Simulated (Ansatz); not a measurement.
# AlH4 (doublet): one geometry, many settings at a displaced geometry (v2)

Aim: run AlH4 (doublet) at one geometry under a spread of methods and options, and see what each costs and gives.

Computed with Ansatz 0.2.0, Gaussian basis. Level: the settings change from run to run.

30 further runs of the same task are left out: 12 for a known fault of the program, 6 that didn't finish, 12 set aside as unsound or not needed.

### 1 The system

The geometry is a PBE0/def2-TZVP stationary point (not a proven minimum) with its atoms shifted at random (size 0.100 Å).

5 atoms, charge 0, spin multiplicity 2.

Atoms are counted from 1 here; the program's logs count them from 0.

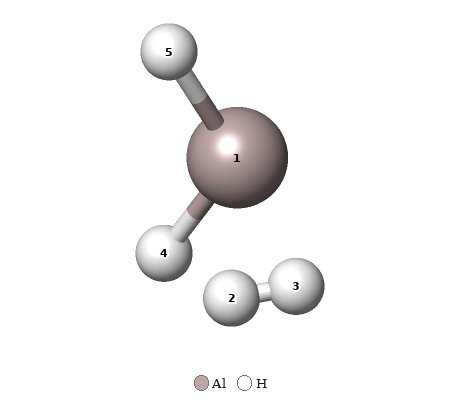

The structure; aluminium light grey, hydrogen white; atoms are numbered from 1 in the order of the file.

### 2 MRCISD+Q(3,4)/6-31G

in.yaml reads:

```yaml
crystal:
  periodic: [false, false, false]
  atoms:
    - {symbol: Al, position_ang: [-0.047956, 0.006434, -0.131318]}
    - {symbol: H, position_ang: [0.295759, 0.016463, 1.998816]}
    - {symbol: H, position_ang: [-0.393409, -0.026669, 1.961252]}
    - {symbol: H, position_ang: [0.740067, 1.310277, -0.165719]}
    - {symbol: H, position_ang: [0.641319, -1.472295, -0.279096]}
basis:
  gaussian: {orbitals: 6-31G}
magnetization: {spin_polarized: false, initial_magnetization: 1}
correlation: {method: fic_mrcisd_q, electrons: outside_noble_gas, active_space: {window: {electrons: 3, orbitals: 4}, states: [{multiplicity: 2, weights: [0.5, 1, 1, 1]}], root: 2}}
```

On the command line:

```console
$ ansatz run in.yaml --threads 1 --pin off --events-out ev --progress --plain --max-ram 2393MiB
```

The log of the run, shortened:

```text
Functional definition: HF
  name "HF"
  cite "Fock, Z. Phys. 61, 126 (1930) doi:10.1007/BF01340294"
  parent pbe
[...]
463 factors; integrals over basis functions are off by at most 1.4e-7 eV
[...]
mean field -6642.38998603 eV, -244.1033296131 hartree, gradient 5.3e-6 eV, S^2 0.750000; 0 other end points of the search recorded, 0 dependent functions left out
reference -6642.38998603 eV, -244.1033296131 hartree; 9, 8 occupied and 12, 13 virtual orbitals, 463 factors
state -6642.42212989 eV, -244.1045108779 hartree
state -6639.64916504 eV, -244.0026062994 hartree
state -6636.98618234 eV, -243.9047434900 hartree
state -6636.34030235 eV, -243.8810078383 hartree
contracted CI cycle   1: correlation 0.00000000 eV, 0.0000000000 hartree, residual 9.17e0 eV
contracted CI cycle   2: correlation -1.72994150 eV, -0.0635741775 hartree, residual 1.46e0 eV
contracted CI cycle   3: correlation -1.78613375 eV, -0.0656392047 hartree, residual 3.29e-1 eV
contracted CI cycle   4: correlation -1.78899966 eV, -0.0657445247 hartree, residual 8.92e-2 eV
contracted CI cycle   5: correlation -1.78922585 eV, -0.0657528374 hartree, residual 2.87e-2 eV
contracted CI cycle   6: correlation -1.78924709 eV, -0.0657536176 hartree, residual 7.98e-3 eV
contracted CI cycle   7: correlation -1.78924881 eV, -0.0657536809 hartree, residual 2.44e-3 eV
contracted CI cycle   8: correlation -1.78924897 eV, -0.0657536868 hartree, residual 6.97e-4 eV
[...]
contracted CI cycle   9: correlation -2.11789878 eV, -0.0778313445 hartree, residual 5.14e-3 eV
contracted CI cycle  10: correlation -2.11789985 eV, -0.0778313839 hartree, residual 2.45e-3 eV
contracted CI cycle  11: correlation -2.11790010 eV, -0.0778313932 hartree, residual 1.25e-3 eV
state -6636.98618234 eV, -243.9047434900 hartree; corrected -6639.41764757 eV, -243.9940981891 hartree
contracted CI cycle   1: correlation 0.00000000 eV, 0.0000000000 hartree, residual 9.26e0 eV
contracted CI cycle   2: correlation -1.96739330 eV, -0.0723003703 hartree, residual 1.74e0 eV
contracted CI cycle   3: correlation -2.06611216 eV, -0.0759282216 hartree, residual 5.64e-1 eV
contracted CI cycle   4: correlation -2.07922590 eV, -0.0764101426 hartree, residual 2.72e-1 eV
contracted CI cycle   5: correlation -2.08278491 eV, -0.0765409339 hartree, residual 1.63e-1 eV
contracted CI cycle   6: correlation -2.08407033 eV, -0.0765881720 hartree, residual 9.29e-2 eV
contracted CI cycle   7: correlation -2.08441357 eV, -0.0766007857 hartree, residual 4.00e-2 eV
contracted CI cycle   8: correlation -2.08446707 eV, -0.0766027519 hartree, residual 1.62e-2 eV
contracted CI cycle   9: correlation -2.08447736 eV, -0.0766031300 hartree, residual 8.10e-3 eV
contracted CI cycle  10: correlation -2.08448009 eV, -0.0766032304 hartree, residual 4.14e-3 eV
contracted CI cycle  11: correlation -2.08448080 eV, -0.0766032566 hartree, residual 2.00e-3 eV
contracted CI cycle  12: correlation -2.08448098 eV, -0.0766032632 hartree, residual 9.70e-4 eV
state -6636.34030235 eV, -243.8810078383 hartree; corrected -6638.62849734 eV, -243.9650974533 hartree
Total energy: -6639.41764757 eV, -243.9940981891 hartree
```

It took 0.57 s on 1 thread of Intel Xeon Platinum 8488C, shared host.

From the report: 24 determinants; active occupations (of the averaged states) 1.66, 0.72, 0.31, 0.30.

### 3 CCSDT(Q) on ROHF/def2-mTZVP

in.yaml: that of step 2 with these lines changed.

```diff
@@ -9,4 +9,4 @@
 basis:
-  gaussian: {orbitals: 6-31G}
+  gaussian: {orbitals: def2-mTZVP, point_charges: [{charge: -1.00, position_ang: [3.581, -0.149, 0.172]}]}
 magnetization: {spin_polarized: false, initial_magnetization: 1}
-correlation: {method: fic_mrcisd_q, electrons: outside_noble_gas, active_space: {window: {electrons: 3, orbitals: 4}, states: [{multiplicity: 2, weights: [0.5, 1, 1, 1]}], root: 2}}
+correlation: {method: ccsdt_q, electrons: outside_noble_gas}
```

Launched as before.

The log of the run:

```text
Functional definition: HF
  name "HF"
  cite "Fock, Z. Phys. 61, 126 (1930) doi:10.1007/BF01340294"
  parent pbe
  exchange = exact_x
  correlation = 0
592 factors; integrals over basis functions are off by at most 2.4e-7 eV
mean field evaluation 1: about -6642.4058 eV, gradient 9.7e0 eV
mean field evaluation 2: about -6642.6280 eV, gradient 1.0e1 eV
mean field evaluation 4: about -6643.4780 eV, gradient 4.0e-1 eV
mean field evaluation 8: about -6643.4852 eV, gradient 9.8e-2 eV
mean field evaluation 16: about -6643.0999 eV, gradient 2.5e0 eV
mean field evaluation 32: about -6640.4326 eV, gradient 3.8e-1 eV
mean field evaluation 64: about -6640.4272 eV, gradient 4.1e-3 eV
mean field -6643.48527678 eV, -244.1435808058 hartree, gradient 2.8e-6 eV, S^2 0.750000; 1 other end points of the search recorded, 0 dependent functions left out
determinant -6643.48527678 eV, -244.1435808058 hartree, with singles and doubles -6645.68347455 eV, -244.2243630838 hartree
determinant -6640.42724467 eV, -244.0312001984 hartree, with singles and doubles -6642.99029164 eV, -244.1253904372 hartree
5 core orbitals not correlated: weight in the atoms' cores, before any rotation towards them, 1.000 or more for the frozen orbitals, at most 0.000 for the correlated occupied ones
reference -6643.48527678 eV, -244.1435808058 hartree; 4, 3 occupied and 25, 26 virtual orbitals, 592 factors
second order -1.59053257 eV of doubles, -0.01072417 eV of singles
cycle   1  -1.99206865 eV  change   -3.9e-1 eV  update   5.6e-2
cycle   2  -2.22818185 eV  change   -2.4e-1 eV  update   2.6e-2
cycle   3  -2.23980450 eV  change   -1.2e-2 eV  update   7.7e-3
cycle   4  -2.24191943 eV  change   -2.1e-3 eV  update   2.7e-3
cycle   5  -2.24143151 eV  change    4.9e-4 eV  update   1.0e-3
cycle   6  -2.24135387 eV  change    7.8e-5 eV  update   3.9e-4
cycle   7  -2.24153171 eV  change   -1.8e-4 eV  update   1.7e-4
cycle   8  -2.24157354 eV  change   -4.2e-5 eV  update   7.9e-5
cycle   9  -2.24153327 eV  change    4.0e-5 eV  update   3.8e-5
cycle  10  -2.24153840 eV  change   -5.1e-6 eV  update   1.7e-5
cycle  11  -2.24154101 eV  change   -2.6e-6 eV  update   7.5e-6
cycle  12  -2.24154170 eV  change   -7.0e-7 eV  update   2.9e-6
cycle  13  -2.24153956 eV  change    2.1e-6 eV  update   1.4e-6
cycle  14  -2.24153876 eV  change    7.9e-7 eV  update   5.6e-7
perturbative correction -0.00039033 eV, -0.0000143444 hartree
Total energy: -6645.72720588 eV, -244.2259701803 hartree
```

Run time: 3.6 s. Hardware: 1 thread of Intel Xeon Platinum 8488C, shared host.

From the report: correlation -2.2419 eV; T1 0.017; largest double amplitude 0.04.

### 4 NEVPT2(7,7)/cc-pVDZ

in.yaml: that of step 3 with these lines changed.

```diff
@@ -9,4 +9,6 @@
 basis:
-  gaussian: {orbitals: def2-mTZVP, point_charges: [{charge: -1.00, position_ang: [3.581, -0.149, 0.172]}]}
+  gaussian: {orbitals: cc-pVDZ}
 magnetization: {spin_polarized: false, initial_magnetization: 1}
-correlation: {method: ccsdt_q, electrons: outside_noble_gas}
+correlation: {method: sc_nevpt2, electrons: valence, active_space: {window: {electrons: 7, orbitals: 7}}}
+scf: {lower_state_search: light}
+output: {forces: true}
```

Launched as before.

The log of the run, shortened:

```text
Functional definition: HF
  name "HF"
  cite "Fock, Z. Phys. 61, 126 (1930) doi:10.1007/BF01340294"
  parent pbe
[...]
350 factors; integrals over basis functions are off by at most 1.1e-3 eV
[...]
mean field -6643.54671149 eV, -244.1458384896 hartree, gradient 8.1e-7 eV, S^2 0.750000; 0 other end points of the search recorded, 0 dependent functions left out
reference -6643.54671149 eV, -244.1458384896 hartree; 9, 8 occupied and 29, 30 virtual orbitals, 350 factors
state -6644.74070291 eV, -244.1897168648 hartree
state -6644.74070291 eV, -244.1897168648 hartree; corrected -6645.94342498 eV, -244.2339160859 hartree
[...]
Total energy: -6645.94342498 eV, -244.2339160859 hartree
Atom 0 at    -0.047956     0.006434    -0.131318 Å, force    -0.689292    -1.289935    -0.416391 eV/Å
Atom 1 at     0.295759     0.016463     1.998816 Å, force     3.553908     0.203766     0.339620 eV/Å
Atom 2 at    -0.393409    -0.026669     1.961252 Å, force    -3.490195    -0.231670    -0.077521 eV/Å
Atom 3 at     0.740067     1.310277    -0.165719 Å, force     0.692024     0.944836     0.030125 eV/Å
Atom 4 at     0.641319    -1.472295    -0.279096 Å, force    -0.066445     0.373003     0.124168 eV/Å
Dipole moment:    -0.055724     0.036940     0.261571 e Å
```

It took 3.3 s on 1 thread of Intel Xeon Platinum 8488C, shared host.

From the report: 1,225 determinants; active occupations 1.98, 1.98, 1.97, 1.00, 0.03, 0.02, 0.02.

### 5 CCSDT(Q) on ROHF/6-31G

in.yaml: that of step 4 with these lines changed.

```diff
@@ -9,6 +9,5 @@
 basis:
-  gaussian: {orbitals: cc-pVDZ}
+  gaussian: {orbitals: 6-31G}
 magnetization: {spin_polarized: false, initial_magnetization: 1}
-correlation: {method: sc_nevpt2, electrons: valence, active_space: {window: {electrons: 7, orbitals: 7}}}
-scf: {lower_state_search: light}
-output: {forces: true}
+correlation: {method: ccsdt_q, electrons: outside_noble_gas}
+accuracy: high
```

The command is unchanged.

The log of the run, shortened:

```text
Functional definition: HF
  name "HF"
  cite "Fock, Z. Phys. 61, 126 (1930) doi:10.1007/BF01340294"
  parent pbe
[...]
482 factors; integrals over basis functions are off by at most 5.5e-9 eV
[...]
mean field -6642.38998605 eV, -244.1033296138 hartree, gradient 5.6e-8 eV, S^2 0.750000; 1 other end points of the search recorded, 0 dependent functions left out
determinant -6642.38998605 eV, -244.1033296138 hartree, with singles and doubles -6644.26709328 eV, -244.1723120322 hartree
determinant -6639.31420470 eV, -243.9902967339 hartree, with singles and doubles -6641.45480633 eV, -244.0689623929 hartree
5 core orbitals not correlated: weight in the atoms' cores, before any rotation towards them, 1.000 or more for the frozen orbitals, at most 0.000 for the correlated occupied ones
reference -6642.38998605 eV, -244.1033296138 hartree; 4, 3 occupied and 12, 13 virtual orbitals, 482 factors
second order -1.31006180 eV of doubles, -0.00602839 eV of singles
cycle   1  -1.68442213 eV  change   -3.7e-1 eV  update   5.2e-2
[...]
cycle  22  -1.90250904 eV  change   3.3e-10 eV  update  5.7e-10
perturbative correction -0.00032013 eV, -0.0000117647 hartree
Total energy: -6644.29281522 eV, -244.1732572960 hartree
```

Run time: 0.93 s. Hardware: 1 thread of Intel Xeon Platinum 8488C, shared host.

From the report: correlation -1.9028 eV; T1 0.013; largest double amplitude 0.04.

### 6 MRCISD+Q(3,6)/6-31G

in.yaml: that of step 5 with these lines changed.

```diff
@@ -11,3 +11,2 @@
 magnetization: {spin_polarized: false, initial_magnetization: 1}
-correlation: {method: ccsdt_q, electrons: outside_noble_gas}
-accuracy: high
+correlation: {method: fic_mrcisd_q, electrons: outside_noble_gas, active_space: {window: {electrons: 3, orbitals: 6}}}
```

Launched as before.

The log of the run, shortened:

```text
Functional definition: HF
  name "HF"
  cite "Fock, Z. Phys. 61, 126 (1930) doi:10.1007/BF01340294"
  parent pbe
[...]
266 factors; integrals over basis functions are off by at most 1.2e-3 eV
[...]
mean field -6642.38990417 eV, -244.1033266047 hartree, gradient 5.1e-6 eV, S^2 0.750000; 0 other end points of the search recorded, 0 dependent functions left out
reference -6642.38990417 eV, -244.1033266047 hartree; 9, 8 occupied and 12, 13 virtual orbitals, 266 factors
state -6643.04975367 eV, -244.1275756264 hartree
contracted CI cycle   1: correlation 0.00000000 eV, 0.0000000000 hartree, residual 6.88e0 eV
contracted CI cycle   2: correlation -1.15085789 eV, -0.0422932473 hartree, residual 1.19e0 eV
contracted CI cycle   3: correlation -1.19616642 eV, -0.0439583050 hartree, residual 3.36e-1 eV
contracted CI cycle   4: correlation -1.19928255 eV, -0.0440728206 hartree, residual 8.33e-2 eV
[...]
contracted CI cycle   3: correlation -1.31537278 eV, -0.0483390582 hartree, residual 3.00e-1 eV
contracted CI cycle   4: correlation -1.31768920 eV, -0.0484241850 hartree, residual 1.13e-1 eV
contracted CI cycle   5: correlation -1.31794986 eV, -0.0484337639 hartree, residual 4.46e-2 eV
contracted CI cycle   6: correlation -1.31799687 eV, -0.0484354917 hartree, residual 1.55e-2 eV
contracted CI cycle   7: correlation -1.31800319 eV, -0.0484357237 hartree, residual 6.50e-3 eV
contracted CI cycle   8: correlation -1.31800420 eV, -0.0484357610 hartree, residual 2.59e-3 eV
contracted CI cycle   9: correlation -1.31800434 eV, -0.0484357662 hartree, residual 1.04e-3 eV
state -6642.93526536 eV, -244.1233682588 hartree; corrected -6644.29877639 eV, -244.1734763647 hartree
state -6642.93526536 eV, -244.1233682588 hartree; corrected -6644.29877639 eV, -244.1734763647 hartree
WARN: the results are in doubt because another end's mean lies 0.114 eV lower, and its corrected mean 0.002 eV higher
Total energy: -6644.29877639 eV, -244.1734763647 hartree
In doubt: another end's mean lies 0.114 eV lower, and its corrected mean 0.002 eV higher
```

Wall time 1.3 s (1 thread of Intel Xeon Platinum 8488C, shared host).

From the report: 90 determinants; active occupations 1.97, 1.00, 0.02, 0.00, 0.00, 0.00. Mind the lines of doubt at the end of the log.

### 7 All runs side by side

Where basis and cores are those of an earlier FCI/6-31G run (-6644.2929 eV), and the state is the same kind, the miss against it is given. † marks a result that the program doubts.

```tsv
level	correlated	functions	energy (eV)	from FCI (meV)	time
MRCISD+Q(3,4)/6-31G (excited root 2 of an average)	outside noble gas	21	-6639.4176		0.57 s
CCSDT(Q) on ROHF/def2-mTZVP (beside a point charge)	outside noble gas	34	-6645.7272		3.6 s
NEVPT2(7,7)/cc-pVDZ	valence	38	-6645.9434		3.3 s
CCSDT(Q) on ROHF/6-31G	outside noble gas	21	-6644.2928	0.1	0.93 s
MRCISD+Q(3,6)/6-31G †	outside noble gas	21	-6644.2988	-5.8	1.3 s
```

### 8 Outcome

| quantity | value |
| --- | --- |
| runs | 5 |
| quickest | MRCISD+Q(3,4)/6-31G (excited root 2 of an average), 0.57 s |
| slowest | CCSDT(Q) on ROHF/def2-mTZVP (beside a point charge), 3.6 s |

Total energies in different bases, with other cores or another treatment of relativity can't be set against each other. CCSDT(Q) on ROHF/def2-mTZVP (beside a point charge) took 6 times as long as MRCISD+Q(3,4)/6-31G (excited root 2 of an average); the jobs differ in more than the method. Among the correlated runs with a miss given, it spans -6 to +0 meV.
